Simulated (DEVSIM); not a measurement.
System: Schottky contact on n-type Ge, at 250 K.

| layer (left to right) | material | thickness (μm) | Nd (cm⁻³) | τn (s) | τp (s) |
|---|---|---|---|---|---|
| 1 | Ge | 0.350 | 6.4e15 | 5.3e-7 | 5.3e-7 |

Left contact: Schottky, work function 4.44 eV, emission velocity 3.6e6 cm/s. Right contact: ohmic. Voltage is applied to the left contact. Recombination: SRH at mid-gap. Mobility is μmin + (μ − μmin)/(1 + (N/Nref)^α).

The device is made up for the run: typed textbook-type constants, with dimensions and the other settings drawn at random. Values at 300 K; Nc and Nv go as T^1.5, mobilities as T to minus their exponent, the gap by Varshni's rule with the affinity fixed.

| parameter | Ge |
|---|---|
| gap (eV) | 0.664 |
| affinity (eV) | 4 |
| permittivity | 16 |
| Nc (cm⁻³) | 1.04e19 |
| Nv (cm⁻³) | 6e18 |
| μn (cm²/Vs) | 3900 |
| μp (cm²/Vs) | 1900 |
| μn,min | 150 |
| μp,min | 100 |
| Nref,n | 2.6e17 |
| Nref,p | 4e17 |
| αn | 0.56 |
| αp | 0.6 |
| T exponent of μn | 1.66 |
| T exponent of μp | 2.33 |
| Varshni α (eV/K) | 0.000477 |
| Varshni β (K) | 235 |

Model (solved in DEVSIM): 1D drift-diffusion, Boltzmann statistics, complete ionisation; no tunnelling, impact ionisation, image-force lowering or self-heating. Metal contacts follow the ideal Schottky-Mott rule: no Fermi-level pinning, no interface dipoles.

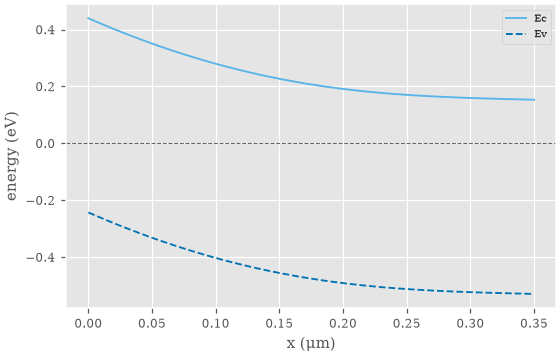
Fig. 1. Band edges at zero bias

Energies count from the Fermi level of the right contact; mesh points crowd at the junctions.

| x (μm) | Ec (eV) | Ev (eV) | n (cm⁻³) | p (cm⁻³) | field (V/cm) |
|---|---|---|---|---|---|
| 0.000 | 0.440 | -0.243 | 1.1e10 | 5.8e13 | -20000 |
| 0.005370 | 0.430 | -0.253 | 1.7e10 | 3.6e13 | -19000 |
| 0.01177 | 0.417 | -0.265 | 3.0e10 | 2.0e13 | -19000 |
| 0.01940 | 0.403 | -0.279 | 5.9e10 | 1.1e13 | -18000 |
| 0.03051 | 0.384 | -0.299 | 1.5e11 | 4.2e12 | -17000 |
| 0.04173 | 0.364 | -0.318 | 3.6e11 | 1.7e12 | -17000 |
| 0.05510 | 0.343 | -0.340 | 9.7e11 | 6.4e11 | -16000 |
| 0.07824 | 0.309 | -0.374 | 4.7e12 | 1.3e11 | -14000 |
| 0.09861 | 0.282 | -0.401 | 1.7e13 | 3.8e10 | -12000 |
| 0.1229 | 0.254 | -0.429 | 6.1e13 | 1.0e10 | -11000 |
| 0.1518 | 0.225 | -0.457 | 2.3e14 | 2.8e9 | -8700 |
| 0.1888 | 0.198 | -0.485 | 8.1e14 | 7.7e8 | -6200 |
| 0.2192 | 0.182 | -0.501 | 1.7e15 | 3.6e8 | -4400 |
| 0.2448 | 0.172 | -0.511 | 2.7e15 | 2.3e8 | -3200 |
| 0.2738 | 0.164 | -0.518 | 3.8e15 | 1.6e8 | -2200 |
| 0.2905 | 0.161 | -0.522 | 4.5e15 | 1.4e8 | -1700 |
| 0.3046 | 0.159 | -0.524 | 4.9e15 | 1.3e8 | -1500 |
| 0.3164 | 0.157 | -0.525 | 5.3e15 | 1.2e8 | -1300 |
| 0.3281 | 0.156 | -0.527 | 5.7e15 | 1.1e8 | -1200 |
| 0.3362 | 0.155 | -0.528 | 6.0e15 | 1.0e8 | -1100 |
| 0.3429 | 0.154 | -0.529 | 6.2e15 | 1.0e8 | -1100 |
| 0.3500 | 0.153 | -0.529 | 6.4e15 | 9.7e7 | -1100 |
